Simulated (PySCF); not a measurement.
The calculation's input:

```
{"job": {"kind": "uv", "xc": "CAM-B3LYP", "basis": "def2-SVPD", "ip": false, "nstates": 15}, "charge": 0, "multiplicity": 1}
Ti    -0.499992    -1.271493    -2.847213
O     -0.377364    -0.909241    -1.156639
C     -0.105930    -0.228188    -0.023379
C     -0.332015    -0.844022     1.209188
C     -0.048269    -0.140665     2.376238
C      0.452804     1.159905     2.315979
C      0.670449     1.762587     1.076340
C      0.393572     1.074418    -0.100707
H     -0.723190    -1.862480     1.231707
H     -0.220551    -0.616043     3.344447
H      0.674536     1.705011     3.235810
H      1.061501     2.781209     1.022702
H      0.550266     1.529320    -1.080911
Cl     1.485984    -1.837414    -3.517683
Cl    -1.117129     0.571421    -3.833705
Cl    -1.899014    -2.908255    -3.185765
```

Run with:

```sh
OMP_NUM_THREADS=2 python probes_run.py task.json out
```

Geometry: PBE0-D3(BJ)/def2-SVP.

The calculation used PySCF 2.14.0, CAM-B3LYP/def2-SVPD, SCF density, gas phase.

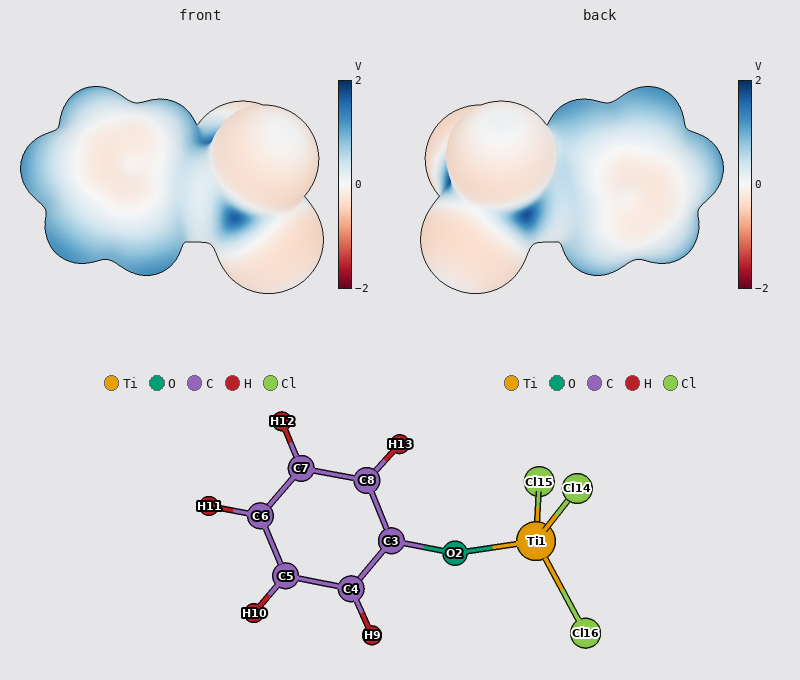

C₆H₅Cl₃OTi (Ti(OPh)Cl3). The molecular electrostatic potential painted on the density surface at 0.002 e/bohr³, seen from the front and from behind; red is negative and blue positive. The bare structure is drawn below in the same view.

Where is the surface potential most negative and most positive?

The most negative region (about −0.4 V) lies over Cl14, Cl15 and Cl16, the most positive (about +1.5 V) over Ti1.

What dipole moment does the calculation give?

Its dipole moment is 3.39 D.
